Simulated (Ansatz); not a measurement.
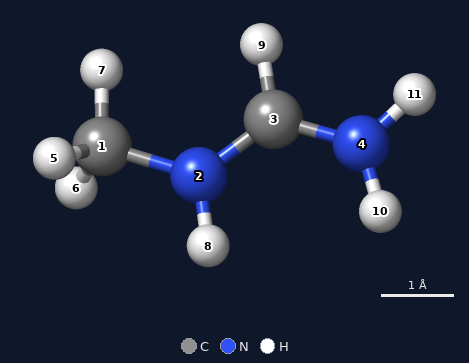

The input geometry (ball-and-stick view, seen at a tilt; atoms are numbered from 1 in the order of the input). Bond lengths as drawn: C–H 1.10 Å, C–N 1.30 to 1.46 Å and H–N 1.01 to 1.02 Å.

C$_{2}$H$_{7}$N$_{2}$ (charge +1): nudged elastic band

- system: C$_{2}$H$_{7}$N$_{2}$, charge +1, SMILES CN[CH+]N
- method: RKS PBE0/def2-SVP (Ansatz 0.2.0)

It belongs to a series of runs on one base structure; here: band between the two ends. Figures and captions count atoms from 1; the log counts them from 0 in places.

**Input**
```yaml
crystal:
  periodic: [false, false, false]
  atoms:
    - { symbol: C, position_ang: [-0.673742, 1.54606, 0.102356] }
    - { symbol: "N", position_ang: [-0.515922, 0.098901, 0.057764] }
    - { symbol: C, position_ang: [0.624087, -0.52128, -0.077789] }
    - { symbol: "N", position_ang: [0.793586, -1.823529, -0.120338] }
    - { symbol: H, position_ang: [-1.123667, 1.844966, 1.059343] }
    - { symbol: H, position_ang: [-1.319697, 1.878329, -0.722215] }
    - { symbol: H, position_ang: [0.307645, 2.026371, 0.003261] }
    - { symbol: H, position_ang: [-1.368926, -0.453178, 0.139973] }
    - { symbol: H, position_ang: [1.523122, 0.099595, -0.163918] }
    - { symbol: H, position_ang: [0.02739, -2.487503, -0.049985] }
    - { symbol: H, position_ang: [1.726135, -2.208731, -0.228472] }
total_charge: 1
basis:
  gaussian: { orbitals: def2-SVP }
hamiltonian:
  xc: pbe0
neb:
  order_check: false
  images: 5
  f_tol: 0.05
  max_iterations: 60
  spring: 20.0
  final_atoms:
    - { symbol: C, position_ang: [-0.67373179, 1.54603707, 0.10228082] }
    - { symbol: "N", position_ang: [-0.51595528, 0.09886014, 0.0577106] }
    - { symbol: C, position_ang: [0.62425454, -0.52112598, -0.07765141] }
    - { symbol: "N", position_ang: [0.79347256, -1.823452, -0.12044159] }
    - { symbol: H, position_ang: [-1.12332733, 1.84489758, 1.05942194] }
    - { symbol: H, position_ang: [-1.31997891, 1.87817646, -0.72209136] }
    - { symbol: H, position_ang: [0.3076394, 2.0263045, 0.0028703] }
    - { symbol: H, position_ang: [-1.36886546, -0.45332122, 0.14002935] }
    - { symbol: H, position_ang: [1.52337982, 0.09967334, -0.16358485] }
    - { symbol: H, position_ang: [1.72594056, -2.20877269, -0.22884327] }
    - { symbol: H, position_ang: [0.02718287, -2.4872762, -0.04972054] }
  initial_path:
    images:
      - { positions_ang: [[-0.673742, 1.54606, 0.102356], [-0.515922, 0.098901, 0.057764], [0.624087, -0.52128, -0.077789], [0.793586, -1.823529, -0.120338], [-1.123667, 1.844966, 1.059343], [-1.319697, 1.878329, -0.722215], [0.307645, 2.026371, 0.003261], [-1.368926, -0.453178, 0.139973], [1.523122, 0.099595, -0.163918], [0.02739, -2.487503, -0.049985], [1.726135, -2.208731, -0.228472]] }
      - { positions_ang: [[-0.67001999, 1.54203661, 0.10645769], [-0.50367272, 0.10010082, 0.08283782], [0.62433183, -0.51892686, -0.1038959], [0.7906872, -1.82079701, -0.12607975], [-1.06667689, 1.85786695, 1.07480225], [-1.36459179, 1.85141568, -0.6770864], [0.29064513, 2.02819024, -0.05895413], [-1.34602747, -0.44721231, 0.22597673], [1.50902549, 0.0977196, -0.25385422], [0.2226501, -2.45449849, -0.35113727], [1.51366012, -2.23589422, 0.08091318]] }
      - { positions_ang: [[-0.66629798, 1.53801322, 0.11055937], [-0.49142344, 0.10130063, 0.10791164], [0.62457665, -0.51657371, -0.1300028], [0.78778841, -1.81806502, -0.13182149], [-1.00968678, 1.87076789, 1.0902615], [-1.40948658, 1.82450235, -0.6319578], [0.27364526, 2.03000947, -0.12116926], [-1.32312895, -0.44124661, 0.31198046], [1.49492897, 0.09584419, -0.34379044], [0.4179102, -2.42149398, -0.65228955], [1.30118523, -2.26305744, 0.39029836]] }
      - { positions_ang: [[-0.66257598, 1.53398984, 0.11466106], [-0.47917416, 0.10250045, 0.13298546], [0.62482148, -0.51422057, -0.15610969], [0.78488961, -1.81533304, -0.13756324], [-0.95269668, 1.88366884, 1.10572075], [-1.45438137, 1.79758903, -0.58682919], [0.25664539, 2.03182871, -0.18338439], [-1.30023042, -0.43528092, 0.39798419], [1.48083246, 0.09396879, -0.43372666], [0.6131703, -2.38848947, -0.95344182], [1.08871035, -2.29022066, 0.69968353]] }
      - { positions_ang: [[-0.66629458, 1.53800558, 0.11053431], [-0.49143453, 0.10128701, 0.10789384], [0.6246325, -0.51652237, -0.12995693], [0.7877506, -1.81803936, -0.13185602], [-1.00957356, 1.87074509, 1.09028781], [-1.40958055, 1.8244515, -0.63191658], [0.2736434, 2.0299873, -0.12129949], [-1.32310877, -0.44129435, 0.31199924], [1.49501491, 0.09587031, -0.34367939], [0.98409372, -2.32858388, -0.71190897], [0.73486786, -2.35590584, 0.44988217]] }
      - { positions_ang: [[-0.67001319, 1.54202132, 0.10640757], [-0.50369491, 0.10007358, 0.08280222], [0.62444352, -0.51882417, -0.10380417], [0.79061158, -1.82074568, -0.1261488], [-1.06645044, 1.85782133, 1.07485488], [-1.36477973, 1.85131398, -0.67700397], [0.2906414, 2.0281459, -0.0592146], [-1.34598711, -0.44730779, 0.2260143], [1.50919737, 0.09777182, -0.25363212], [1.35501714, -2.26867828, -0.47037612], [0.38102537, -2.42159102, 0.20008082]] }
      - { positions_ang: [[-0.67373179, 1.54603707, 0.10228082], [-0.51595528, 0.09886014, 0.0577106], [0.62425454, -0.52112598, -0.07765141], [0.79347256, -1.823452, -0.12044159], [-1.12332733, 1.84489758, 1.05942194], [-1.31997891, 1.87817646, -0.72209136], [0.3076394, 2.0263045, 0.0028703], [-1.36886546, -0.45332122, 0.14002935], [1.52337982, 0.09967334, -0.16358485], [1.72594056, -2.20877269, -0.22884327], [0.02718287, -2.4872762, -0.04972054]] }
```

Launch command:
```bash
ansatz run input.yaml --threads 1 --pin off --max-ram 2048MiB --backend cpu --events-out ev --progress --plain --runs-dir out
```

**The program's output**
```
Engine: ansatz 0.2.0, x86_64-unknown-linux-gnu
Functional definition: PBE0
  parameter a = 0.25
  parameter kappa = 0.804
  parameter beta = 0.06672455060314922
  exchange = (1 - a)*pbe_x(kappa = kappa, mu = beta*pi^2/3) + a*exact_x
  correlation = pbe_c(beta = beta)
1042 factors; integrals over basis functions are off by at most 3.4e-4 eV
mean field evaluation 1: about -5141.9205 eV, gradient 6.9e1 eV
mean field evaluation 2: about -5140.3189 eV, gradient 7.4e1 eV
mean field evaluation 4: about -5152.2499 eV, gradient 3.5e0 eV
mean field evaluation 8: about -5152.2776 eV, gradient 2.1e-2 eV
mean field -5152.27760666 eV, -189.3427097054 hartree, gradient 4.3e-5 eV, S^2 0.000000; 0 other end points of the search recorded, 0 dependent functions left out
the calculation of the forces begins
reference -5152.27763038 eV, -189.3427105774 hartree; 16, 16 occupied and 75, 75 virtual orbitals, 1042 factors
1042 factors; integrals over basis functions are off by at most 4.5e-4 eV
mean field evaluation 16: about -5140.3175 eV, gradient 7.4e1 eV
mean field -5152.27760856 eV, -189.3427097755 hartree, gradient 4.3e-5 eV, S^2 0.000000; 0 other end points of the search recorded, 0 dependent functions left out
[... from here on the field's lines of each further geometry are left out, up to the last ...]
NEB iter   1: max|band force component| = 2.405e1 eV/Å  barrier→ = 5.0949 eV  barrier← = 5.0949 eV  Δτ_max = 0.1987 Å  (165 SCF iters)
NEB iter   2: max|band force component| = 1.714e0 eV/Å  barrier→ = 1.2128 eV  barrier← = 1.2128 eV  Δτ_max = 0.1342 Å  (144 SCF iters)
NEB iter   3: max|band force component| = 1.141e0 eV/Å  barrier→ = 1.0861 eV  barrier← = 1.0861 eV  Δτ_max = 0.2000 Å  (125 SCF iters)
NEB iter   4: max|band force component| = 1.485e0 eV/Å  barrier→ = 1.1148 eV  barrier← = 1.1148 eV  Δτ_max = 0.0997 Å  (142 SCF iters)
NEB iter   5: max|band force component| = 2.807e-1 eV/Å  barrier→ = 1.0166 eV  barrier← = 1.0166 eV  CI = image 3  Δτ_max = 0.0261 Å  (126 SCF iters)
NEB iter   6: max|band force component| = 1.200e-1 eV/Å  barrier→ = 1.0146 eV  barrier← = 1.0146 eV  CI = image 3  Δτ_max = 0.0113 Å  (127 SCF iters)
NEB iter   7: max|band force component| = 5.724e-2 eV/Å  barrier→ = 1.0143 eV  barrier← = 1.0143 eV  CI = image 3  Δτ_max = 0.0067 Å  (118 SCF iters)
the calculation of the forces begins
reference -5152.14404838 eV, -189.3378015292 hartree; 16, 16 occupied and 75, 75 virtual orbitals, 1042 factors
1042 factors; integrals over basis functions are off by at most 4.9e-4 eV
mean field -5151.26336505 eV, -189.3054370138 hartree, gradient 1.2e-5 eV, S^2 0.000000; 1 other end points of the search recorded, 0 dependent functions left out
the calculation of the forces begins
reference -5151.26338798 eV, -189.3054378566 hartree; 16, 16 occupied and 75, 75 virtual orbitals, 1042 factors
NEB iter   8: max|band force component| = 2.630e-2 eV/Å  barrier→ = 1.0142 eV  barrier← = 1.0142 eV  CI = image 3  Δτ_max = 0.0000 Å  (232 SCF iters)
```

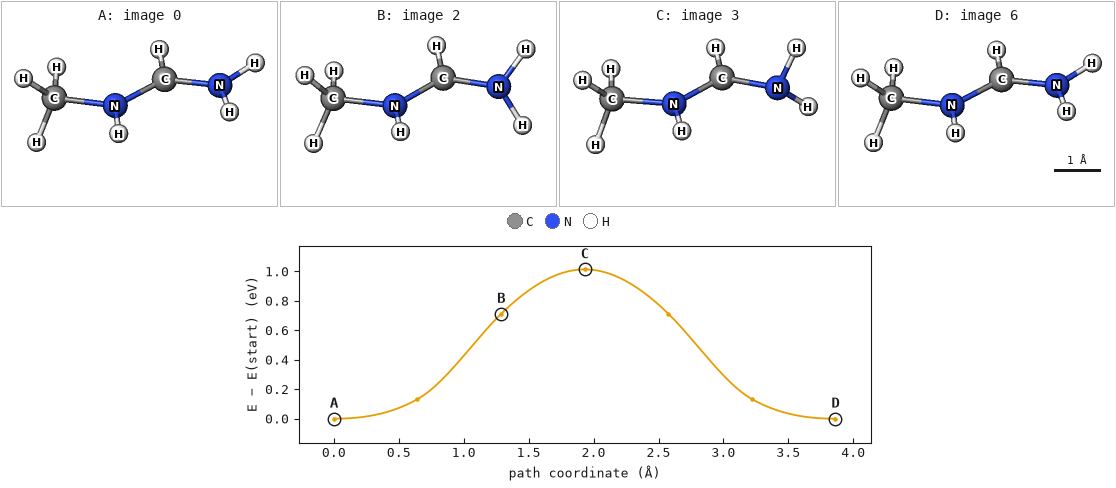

Images of the last band (counted from 0; ball-and-stick, seen at a tilt) above the energy along the path; the line is a cubic interpolation that uses the forces. The highest image is number 3, 1.014 eV above the start and 1.014 eV above the end (the climbing image); start and end have the same energy. The path is 3.86 Å long. The band converged in 8 iterations.

```
Total energy: -5151.26338798 eV, -189.3054378566 hartree
Atom 0 at    -0.657963     1.566983     0.110976 Å, force    -0.000008    -0.002120    -0.001592 eV/Å
Atom 1 at    -0.491017     0.124782     0.135949 Å, force    -0.005891     0.001358     0.004460 eV/Å
Atom 2 at     0.572342    -0.539074    -0.138378 Å, force    -0.000670    -0.009643    -0.007536 eV/Å
Atom 3 at     0.539365    -1.915049    -0.058382 Å, force     0.000714     0.005878     0.004310 eV/Å
Atom 4 at    -0.950881     1.911738     1.112987 Å, force    -0.000582    -0.000315     0.000550 eV/Å
Atom 5 at    -1.455395     1.823305    -0.601047 Å, force    -0.000403     0.001188    -0.000842 eV/Å
Atom 6 at     0.280829     2.046943    -0.190114 Å, force     0.000802     0.000958     0.000077 eV/Å
Atom 7 at    -1.299014    -0.452678     0.399917 Å, force     0.003636     0.002701     0.000260 eV/Å
Atom 8 at     1.463202     0.046260    -0.427669 Å, force     0.001874     0.003810     0.002672 eV/Å
Atom 9 at     0.770473    -2.347044    -0.957809 Å, force     0.000585    -0.001385    -0.001052 eV/Å
Atom 10 at     1.228071    -2.266166     0.613552 Å, force    -0.000056    -0.002429    -0.001307 eV/Å
Dipole moment:     0.184470     0.052902    -0.056499 e Å
this run last wrote the band of iteration 8 to [file]
```

**The last band as extended XYZ (Å, eV, eV/Å)**
```
11
Properties=species:S:1:pos:R:3:forces:R:3 image=0 energy=-5152.27761
C    -0.6737    1.5461    0.1024    0.0023   0.0009  -0.0014
N    -0.5159    0.0989    0.0578   -0.0080  -0.0023  -0.0003
C     0.6241   -0.5213   -0.0778    0.0073   0.0044   0.0011
N     0.7936   -1.8235   -0.1203   -0.0030  -0.0018  -0.0010
H    -1.1237    1.8450    1.0593    0.0000  -0.0006   0.0002
H    -1.3197    1.8783   -0.7222   -0.0001  -0.0003  -0.0002
H     0.3076    2.0264    0.0033   -0.0003  -0.0005   0.0004
H    -1.3689   -0.4532    0.1400    0.0009   0.0000   0.0006
H     1.5231    0.0996   -0.1639    0.0010   0.0002   0.0004
H     0.0274   -2.4875   -0.0500    0.0000  -0.0004   0.0008
H     1.7261   -2.2087   -0.2285    0.0000   0.0003  -0.0008
11
Properties=species:S:1:pos:R:3:forces:R:3 image=1 energy=-5152.14509
C    -0.6746    1.5497    0.0806   -0.0008  -0.0091  -0.0058
N    -0.5164    0.1013    0.0559   -0.0136  -0.0110  -0.0382
C     0.6249   -0.5227   -0.0323    0.0227   0.0035   0.0421
N     0.7829   -1.8278   -0.1236    0.1075   0.0521  -0.0868
H    -0.9422    1.8866    1.0928   -0.0169  -0.0178  -0.0048
H    -1.4689    1.8428   -0.6184    0.0155   0.0099  -0.0195
H     0.2617    2.0303   -0.2289    0.0007  -0.0051   0.0131
H    -1.3595   -0.4542    0.1967   -0.0398  -0.0038  -0.1555
H     1.5323    0.0928   -0.0350    0.0262   0.0112   0.1972
H     0.0701   -2.4646   -0.4630   -0.2619  -0.0413   0.3389
H     1.6897   -2.2342    0.0753    0.1604   0.0114  -0.2808
11
Properties=species:S:1:pos:R:3:forces:R:3 image=2 energy=-5151.56557
C    -0.6698    1.5593    0.0810   -0.0158  -0.0103  -0.0463
N    -0.5086    0.1142    0.0847   -0.0302  -0.0178  -0.0776
C     0.6035   -0.5278   -0.0668    0.0495   0.0166   0.1080
N     0.6682   -1.8740   -0.0294    0.1793   0.0672   0.0409
H    -0.9497    1.8945    1.0917   -0.0178  -0.0352  -0.0324
H    -1.4651    1.8399   -0.6214    0.0013   0.0317  -0.0437
H     0.2706    2.0392   -0.2163   -0.0071  -0.0090  -0.0141
H    -1.3279   -0.4520    0.3199   -0.0518   0.0006  -0.1450
H     1.5109    0.0807   -0.1996    0.0769   0.0516   0.3567
H     0.3580   -2.4181   -0.8309   -0.5711  -0.0982   0.1762
H     1.5099   -2.2560    0.3871    0.3868   0.0030  -0.3226
11
Properties=species:S:1:pos:R:3:forces:R:3 image=3 energy=-5151.26336
C    -0.6580    1.5670    0.1110    0.0000  -0.0021  -0.0016
N    -0.4910    0.1248    0.1359   -0.0059   0.0014   0.0045
C     0.5723   -0.5391   -0.1384   -0.0007  -0.0096  -0.0075
N     0.5394   -1.9150   -0.0584    0.0007   0.0059   0.0043
H    -0.9509    1.9117    1.1130   -0.0006  -0.0003   0.0006
H    -1.4554    1.8233   -0.6010   -0.0004   0.0012  -0.0008
H     0.2808    2.0469   -0.1901    0.0008   0.0010   0.0001
H    -1.2990   -0.4527    0.3999    0.0036   0.0027   0.0003
H     1.4632    0.0463   -0.4277    0.0019   0.0038   0.0027
H     0.7705   -2.3470   -0.9578    0.0006  -0.0014  -0.0011
H     1.2281   -2.2662    0.6136   -0.0001  -0.0024  -0.0013
11
Properties=species:S:1:pos:R:3:forces:R:3 image=4 energy=-5151.56427
C    -0.6559    1.5614    0.1362    0.0050  -0.0074   0.0462
N    -0.4956    0.1163    0.1396    0.0082  -0.0157   0.0864
C     0.5783   -0.5312   -0.1751   -0.0021   0.0035  -0.1247
N     0.6356   -1.8785   -0.1641    0.1351   0.0779  -0.1203
H    -1.0599    1.8902    1.1023    0.0193   0.0341   0.0366
H    -1.3593    1.8449   -0.6618   -0.0017  -0.0317   0.0389
H     0.3128    2.0441   -0.0418    0.0009  -0.0088   0.0176
H    -1.3285   -0.4512    0.3167    0.0147   0.0094   0.1550
H     1.4452    0.0714   -0.4858   -0.0859   0.0313  -0.3544
H     1.2131   -2.2932   -0.8869    0.4915   0.0102   0.1225
H     0.7142   -2.3742    0.7206   -0.5850  -0.1029   0.0962
11
Properties=species:S:1:pos:R:3:forces:R:3 image=5 energy=-5152.14402
C    -0.6650    1.5505    0.1305    0.0019  -0.0099   0.0165
N    -0.5067    0.1020    0.1130   -0.0012  -0.0133   0.0298
C     0.6023   -0.5238   -0.1664    0.0133   0.0023  -0.0475
N     0.7812   -1.8289   -0.1232    0.1270   0.0702   0.0469
H    -1.1881    1.8491    1.0485    0.0211   0.0159   0.0129
H    -1.2481    1.8818   -0.7412   -0.0150  -0.0247   0.0084
H     0.3208    2.0314    0.1143   -0.0027  -0.0057  -0.0105
H    -1.3502   -0.4530    0.2532    0.0096  -0.0011   0.1618
H     1.4628    0.0902   -0.4583   -0.0413   0.0075  -0.1979
H     1.5753   -2.2374   -0.6023    0.2422   0.0067   0.2184
H     0.2157   -2.4618    0.4321   -0.3549  -0.0478  -0.2387
11
Properties=species:S:1:pos:R:3:forces:R:3 image=6 energy=-5152.27761
C    -0.6737    1.5460    0.1023    0.0012  -0.0007  -0.0002
N    -0.5160    0.0989    0.0577   -0.0008   0.0000   0.0003
C     0.6243   -0.5211   -0.0777    0.0006  -0.0004  -0.0001
N     0.7935   -1.8235   -0.1204   -0.0003   0.0012   0.0001
H    -1.1233    1.8449    1.0594   -0.0003   0.0004   0.0004
H    -1.3200    1.8782   -0.7221   -0.0002   0.0004  -0.0004
H     0.3076    2.0263    0.0029   -0.0005  -0.0003   0.0002
H    -1.3689   -0.4533    0.1400    0.0006  -0.0001   0.0000
H     1.5234    0.0997   -0.1636   -0.0002   0.0002  -0.0001
H     1.7259   -2.2088   -0.2288   -0.0001  -0.0003  -0.0001
H     0.0272   -2.4873   -0.0497    0.0000  -0.0003   0.0000
```

**Summary**

- outcome: converged
- barrier, forward: 1.014 eV
- barrier, backward: 1.014 eV
- hardware: 1 thread of Intel Xeon @ 2.50GHz (Skylake/Cascade Lake), 189 GiB of memory available, shared host
- wall time: 3.4 min
- peak memory: 0.18 GiB

**Remarks**

The order of the saddle point was not checked.
